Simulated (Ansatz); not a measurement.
## C$_{5}$H$_{3}$: geometry relaxation (part 3 of 3)

Continued. System: C$_{5}$H$_{3}$ (slab, 32 atoms in the cell). Method: DFT PBE-D3(BJ), scalar-relativistic, plane waves, PAW, PAW set soft_1, no spin polarisation (Ansatz 0.2.0); cutoff 420 eV, 2×2×1 k-mesh, Fermi–Dirac smearing of 0.05 eV. The input holds or restrains some coordinates. Forces given for the steps count only the free coordinates. It belongs to a series of runs on one base structure; here: start relaxed.

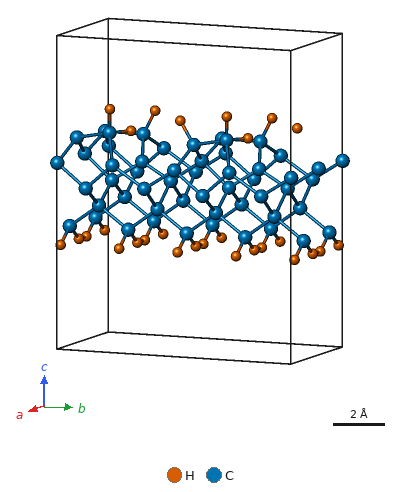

Figure 1. The geometry at step 14 of the log (ball-and-stick view of the 1 × 2 repeat of the cell, with the vacuum cut short, seen slightly off an axis).

Trajectory as extended XYZ, continued:
```
32
Lattice="5.0487 0.0000 0.0000 0.0000 5.0487 0.0000 0.0000 0.0000 18.1356" Properties=species:S:1:pos:R:3:forces:R:3 step=4 energy=-5191.64848
H     2.1598    0.0000    1.0000   -8.9877  -0.0580   0.1088
H     0.3646    0.0000    1.0000    8.9702  -0.0288   0.1489
H     4.6842    0.0000    1.0000   -9.0079  -0.0326   0.1265
H     2.8890    0.0000    1.0000    9.0179  -0.0557   0.0939
H     2.1598    2.5244    1.0000   -8.9816   0.0526   0.0993
H     0.3646    2.5244    1.0000    8.9813   0.0433   0.1224
H     4.6842    2.5244    1.0000   -9.0015   0.0518   0.1135
H     2.8890    2.5244    1.0000    9.0016   0.0622   0.0836
C     1.2622    0.0000    1.6347    0.0780  -0.1545   1.0881
C     3.7866    0.0000    1.6347   -0.0566  -0.1574   0.9909
C     1.2622    2.5244    1.6347    0.0279   0.1422   0.9983
C     3.7866    2.5244    1.6347   -0.0437   0.1736   0.9582
C     1.2622    1.2622    2.5272   -0.1683   0.1178  -2.9038
C     3.7866    1.2622    2.5272    0.1662   0.0865  -3.0907
C     1.2622    3.7866    2.5272   -0.1535  -0.0812   0.6082
C     3.7866    3.7866    2.5272    0.1201   0.0257   0.6581
C    -0.0033    1.2530    3.3483    0.0822   0.1301   0.2353
C     2.5291    1.2426    3.3448    0.0685  -0.1388   0.4262
C     0.0002    3.7939    3.5033    0.0013  -0.0512  -0.3593
C     2.5230    3.7984    3.4912   -0.0076   0.0291  -0.4849
C     0.0218    0.0900    4.3359   -0.0097  -0.5188  -0.2325
C     2.4994    0.0890    4.3405   -0.0009  -0.4245  -0.1478
C     0.0042    2.4335    4.3208   -0.2040  -0.0009  -0.4112
C     2.4942    2.4380    4.2729   -0.7172   0.7739  -0.0836
C     1.2604    0.3721    5.1950   -0.0482   0.2945   0.1076
C     3.7857    0.3960    5.1200    0.0080   0.2386   0.2585
C     1.2223    2.0116    5.1624   -0.2613  -0.3713  -0.6772
C     3.8288    2.0264    5.1648    0.9615  -0.7375  -0.2244
H     3.7940   -0.0596    6.1190   -0.0307   0.2219   0.0417
H     1.2071    2.5532    6.1030   -0.0090   0.1827   0.6978
H     3.9445    2.4404    6.1668    0.0338   0.1300   0.7556
H     2.7075    2.6165    5.4749    0.1706   0.0526  -0.1032
32
Lattice="5.0487 0.0000 0.0000 0.0000 5.0487 0.0000 0.0000 0.0000 18.1356" Properties=species:S:1:pos:R:3:forces:R:3 step=8 energy=-5192.01055
H     2.1598    0.0000    1.0000   -8.9408  -0.1006   0.0603
H     0.3646    0.0000    1.0000    8.8663  -0.0007   0.1278
H     4.6842    0.0000    1.0000   -8.9416  -0.0194   0.0799
H     2.8890    0.0000    1.0000    8.9935  -0.0726   0.0452
H     2.1598    2.5244    1.0000   -8.8958   0.0387   0.0353
H     0.3646    2.5244    1.0000    8.8829   0.0510   0.1006
H     4.6842    2.5244    1.0000   -8.9587   0.0824   0.0271
H     2.8890    2.5244    1.0000    8.9375   0.0247   0.0389
C     1.2622    0.0000    1.6347    0.1832  -0.1012   1.2155
C     3.7866    0.0000    1.6347   -0.1738  -0.0811   1.1300
C     1.2622    2.5244    1.6347    0.1470   0.1099   1.2001
C     3.7866    2.5244    1.6347    0.0834   0.1244   1.1004
C     1.2622    1.2622    2.5272   -0.0940  -0.1455  -2.9850
C     3.7866    1.2622    2.5272    0.3689   0.2279  -2.8435
C     1.2622    3.7866    2.5272   -0.6580  -0.0474  -0.0422
C     3.7866    3.7866    2.5272    0.0244  -0.1994   0.5304
C     0.0059    1.2309    3.3518   -0.0486   0.0117   0.1016
C     2.5494    1.2714    3.3712    0.0541  -0.1003  -0.0422
C    -0.0034    3.7713    3.4993    0.0088  -0.0378   0.0176
C     2.5110    3.8111    3.4761   -0.0281  -0.0524   0.1526
C     0.0471    0.0493    4.3287   -0.1231  -0.1059   0.0169
C     2.5113    0.0986    4.3473    0.2711  -0.1534   0.0032
C     0.0279    2.3887    4.3289    0.0385   0.0345   0.0935
C     2.3527    2.4708    4.2347    1.0571   0.4406  -0.6408
C     1.2899    0.3854    5.1859   -0.0948   0.0849  -0.2401
C     3.8345    0.3709    5.1521   -0.0396   0.0331  -0.0458
C     1.2732    2.0360    5.1175   -0.2237  -0.0864   0.5876
C     4.0556    1.9014    5.3379   -0.3801   0.6868   0.2957
H     3.8237   -0.1147    6.1347   -0.0426  -0.0478  -0.0412
H     1.2913    2.5611    6.0753   -0.0726   0.1226   0.1537
H     4.1914    2.2437    6.3789    0.2043  -0.1543  -0.0503
H     3.2136    2.7284    5.2187   -0.4068  -0.5683  -0.1836
32
Lattice="5.0487 0.0000 0.0000 0.0000 5.0487 0.0000 0.0000 0.0000 18.1356" Properties=species:S:1:pos:R:3:forces:R:3 step=11 energy=-5192.11242
H     2.1598    0.0000    1.0000   -8.9254  -0.0930   0.0563
H     0.3646    0.0000    1.0000    8.8301  -0.0105   0.1210
H     4.6842    0.0000    1.0000   -8.9324  -0.0242   0.0578
H     2.8890    0.0000    1.0000    8.9904  -0.0651   0.0395
H     2.1598    2.5244    1.0000   -8.8782   0.0425   0.0137
H     0.3646    2.5244    1.0000    8.8521   0.0505   0.0979
H     4.6842    2.5244    1.0000   -8.9460   0.0883   0.0137
H     2.8890    2.5244    1.0000    8.9211   0.0225   0.0275
C     1.2622    0.0000    1.6347    0.1352  -0.1078   1.3011
C     3.7866    0.0000    1.6347   -0.1084  -0.0916   1.1433
C     1.2622    2.5244    1.6347    0.1774   0.1152   1.2678
C     3.7866    2.5244    1.6347    0.0973   0.1301   1.1454
C     1.2622    1.2622    2.5272   -0.1691  -0.1490  -2.9229
C     3.7866    1.2622    2.5272    0.5896   0.2084  -2.9311
C     1.2622    3.7866    2.5272   -0.6666  -0.0397   0.0202
C     3.7866    3.7866    2.5272    0.1390  -0.1007   0.5313
C     0.0053    1.2381    3.3600   -0.0383   0.0263   0.0619
C     2.5566    1.2698    3.3658   -0.0830   0.0739   0.1481
C    -0.0018    3.7721    3.5068   -0.0303   0.0647  -0.0634
C     2.5194    3.8109    3.4821    0.0157  -0.0297  -0.0883
C     0.0492    0.0542    4.3313   -0.0477  -0.1608   0.0068
C     2.5242    0.0991    4.3529    0.0232  -0.0089   0.0466
C     0.0214    2.3972    4.3474   -0.0266  -0.0693  -0.0138
C     2.3637    2.4795    4.2006   -0.1121   0.0955  -0.0195
C     1.2951    0.3963    5.1744   -0.0175   0.1189  -0.1784
C     3.8458    0.3735    5.1624    0.0038  -0.0276   0.0032
C     1.2706    2.0505    5.1251    0.1310   0.0303  -0.0793
C     4.0622    1.9000    5.3802   -0.0362   0.1081   0.0611
H     3.8326   -0.1437    6.1258   -0.0383  -0.0396   0.0407
H     1.2902    2.5915    6.0814    0.0523  -0.0228  -0.0115
H     4.2513    2.2073    6.4203    0.0680  -0.0051  -0.0666
H     3.1360    2.5913    5.2492    0.0300  -0.1297   0.1699
32
Lattice="5.0487 0.0000 0.0000 0.0000 5.0487 0.0000 0.0000 0.0000 18.1356" Properties=species:S:1:pos:R:3:forces:R:3 step=14 energy=-5192.23413
H     2.1598    0.0000    1.0000   -8.8886  -0.0822   0.0402
H     0.3646    0.0000    1.0000    8.7402  -0.0147   0.0486
H     4.6842    0.0000    1.0000   -8.8544  -0.0262  -0.0052
H     2.8890    0.0000    1.0000    8.9722  -0.0614   0.0226
H     2.1598    2.5244    1.0000   -8.8098   0.0320  -0.0352
H     0.3646    2.5244    1.0000    8.7232   0.0463   0.0318
H     4.6842    2.5244    1.0000   -8.8558   0.0966  -0.0528
H     2.8890    2.5244    1.0000    8.8552   0.0219  -0.0275
C     1.2622    0.0000    1.6347    0.0729  -0.0838   1.4569
C     3.7866    0.0000    1.6347   -0.1083  -0.0866   1.2535
C     1.2622    2.5244    1.6347    0.2297   0.1039   1.5170
C     3.7866    2.5244    1.6347    0.1444   0.1323   1.3054
C     1.2622    1.2622    2.5272   -0.4627  -0.2336  -2.8024
C     3.7866    1.2622    2.5272    0.6750   0.2254  -2.9580
C     1.2622    3.7866    2.5272   -0.8102  -0.0457  -0.1691
C     3.7866    3.7866    2.5272    0.2115   0.0173   0.3564
C    -0.0023    1.2416    3.3744   -0.0620   0.0400  -0.0421
C     2.5660    1.2873    3.3759    0.0659  -0.1060  -0.2073
C    -0.0062    3.7683    3.5102    0.0848  -0.0830   0.0389
C     2.5325    3.8069    3.4879   -0.0941   0.0512  -0.0503
C     0.0512    0.0391    4.3348    0.1119   0.0699   0.0998
C     2.5452    0.1012    4.3638    0.1738  -0.0761   0.0044
C    -0.0005    2.3936    4.3695   -0.0539   0.1514  -0.1867
C     2.3576    2.4975    4.1611   -0.0307  -0.0027  -0.4466
C     1.3091    0.4316    5.1159   -0.0789   0.0059   0.0732
C     3.8683    0.3411    5.2027    0.0140  -0.2493  -0.0276
C     1.2916    2.0806    5.0926    0.0366  -0.0187   0.1670
C     4.0980    1.8504    5.5130   -0.6881   0.2122   0.2866
H     3.8348   -0.2547    6.1269    0.0397   0.0858  -0.0874
H     1.3297    2.6029    6.0617   -0.0861  -0.0474   0.0091
H     4.5208    2.0564    6.5223   -0.1651  -0.1238  -0.4602
H     3.1043    2.3470    5.4807    0.8967   0.0511   0.8429
32
Lattice="5.0487 0.0000 0.0000 0.0000 5.0487 0.0000 0.0000 0.0000 18.1356" Properties=species:S:1:pos:R:3:forces:R:3 step=18 energy=-5192.55518 accepted=F
H     2.1598    0.0000    1.0000   -8.8827  -0.0594   0.0696
H     0.3646    0.0000    1.0000    8.7648  -0.0258  -0.0280
H     4.6842    0.0000    1.0000   -8.8180  -0.0253  -0.0321
H     2.8890    0.0000    1.0000    8.9511  -0.0569   0.0474
H     2.1598    2.5244    1.0000   -8.8030   0.0258  -0.0078
H     0.3646    2.5244    1.0000    8.7252   0.0486  -0.0008
H     4.6842    2.5244    1.0000   -8.8340   0.0784  -0.0602
H     2.8890    2.5244    1.0000    8.8389   0.0385  -0.0287
C     1.2622    0.0000    1.6347   -0.2342  -0.0957   1.3691
C     3.7866    0.0000    1.6347    0.1012  -0.1280   1.2699
C     1.2622    2.5244    1.6347    0.0544   0.1215   1.4941
C     3.7866    2.5244    1.6347    0.2372   0.1648   1.3039
C     1.2622    1.2622    2.5272   -0.5556  -0.1615  -2.7926
C     3.7866    1.2622    2.5272    0.5993   0.2015  -3.0662
C     1.2622    3.7866    2.5272   -0.9055   0.0602  -0.3670
C     3.7866    3.7866    2.5272    0.1302   0.0894   0.1312
C    -0.0107    1.2572    3.3862    0.0742  -0.0749   0.2291
C     2.5552    1.2921    3.3547    0.1595   0.1436   0.2600
C    -0.0061    3.7721    3.5227    0.0636  -0.2437   0.0312
C     2.5170    3.8036    3.4625    0.4010   0.1029   0.4597
C     0.0424    0.0344    4.3445    0.0563   0.3308   0.0346
C     2.5518    0.0896    4.3402   -0.0484   0.1229  -0.2657
C    -0.0057    2.4061    4.3953    0.0759  -0.0307  -0.0825
C     2.4025    2.5170    4.1640   -0.0039  -0.8837  -0.0972
C     1.3204    0.4618    5.0768   -0.0168  -0.2226  -0.1543
C     3.8267    0.3129    5.1922    0.2495  -0.4191   0.0376
C     1.3730    2.0738    5.1077   -0.4902   0.4154  -0.1490
C     4.1309    1.7724    5.6352    0.4014  -0.2607  -0.3496
H     3.7580   -0.3413    6.0724    0.1697   0.0442   0.0862
H     1.3879    2.5199    6.1124   -0.0551   0.1776  -0.0413
H     4.8745    1.6288    6.4299   -0.2299   0.2117   0.2962
H     3.3125    2.3226    6.0457   -0.1770   0.3097   0.4035
32
Lattice="5.0487 0.0000 0.0000 0.0000 5.0487 0.0000 0.0000 0.0000 18.1356" Properties=species:S:1:pos:R:3:forces:R:3 step=21 energy=-5192.63057
H     2.1598    0.0000    1.0000   -8.8789  -0.0582   0.0670
H     0.3646    0.0000    1.0000    8.7533  -0.0298  -0.0242
H     4.6842    0.0000    1.0000   -8.8217  -0.0325  -0.0311
H     2.8890    0.0000    1.0000    8.9519  -0.0547   0.0448
H     2.1598    2.5244    1.0000   -8.8003   0.0262  -0.0181
H     0.3646    2.5244    1.0000    8.7082   0.0401   0.0065
H     4.6842    2.5244    1.0000   -8.8355   0.0751  -0.0604
H     2.8890    2.5244    1.0000    8.8357   0.0353  -0.0315
C     1.2622    0.0000    1.6347   -0.1844  -0.1002   1.4414
C     3.7866    0.0000    1.6347    0.0579  -0.1256   1.2965
C     1.2622    2.5244    1.6347    0.1403   0.1226   1.5725
C     3.7866    2.5244    1.6347    0.1966   0.1578   1.3402
C     1.2622    1.2622    2.5272   -0.4643  -0.2495  -2.6825
C     3.7866    1.2622    2.5272    0.7635   0.1303  -3.0190
C     1.2622    3.7866    2.5272   -0.6865   0.0075  -0.1828
C     3.7866    3.7866    2.5272    0.2564   0.0695   0.2507
C    -0.0083    1.2568    3.3889   -0.0082  -0.0038   0.0029
C     2.5658    1.2843    3.3647    0.0076  -0.0050  -0.0114
C    -0.0007    3.7695    3.5207    0.0038   0.0072   0.0163
C     2.5336    3.7959    3.4807    0.0093   0.0156   0.0099
C     0.0541    0.0434    4.3465   -0.0158  -0.0121   0.0183
C     2.5617    0.0859    4.3540    0.0294  -0.0060   0.0151
C    -0.0057    2.4103    4.3889   -0.0288   0.0090  -0.0222
C     2.4009    2.4942    4.1615   -0.0026  -0.0105  -0.0121
C     1.3233    0.4590    5.0791    0.0037   0.0062   0.0165
C     3.8531    0.3124    5.2123    0.0125   0.0233  -0.0522
C     1.3502    2.0915    5.0957    0.0152  -0.0093   0.0608
C     4.1274    1.7965    5.6322    0.0072   0.0018  -0.0279
H     3.8292   -0.3171    6.1105   -0.0107  -0.0575   0.0158
H     1.3692    2.5809    6.0827   -0.0142   0.0089  -0.0243
H     4.8257    1.7308    6.4803    0.0174   0.0063   0.0125
H     3.2973    2.3548    6.0460   -0.0181   0.0120   0.0118
```

Key numbers:

```csv
quantity,value
outcome,converged under the restraints of the input
electrons treated,92
free energy,−5192.6306 eV
Fermi energy,1.663 eV
final volume,462.27 Å³
"largest force (length of the vector) at the end, held atoms and coordinates included",8.952 eV/Å
hardware,"1 thread of Arm Neoverse V2, 24 GiB of memory available, shared host"
wall time,2 min
peak memory,0.6 GiB
```

Remarks:

The input asks for low accuracy. The k-point mesh is coarse for a cell of this size, so the results may not be converged.
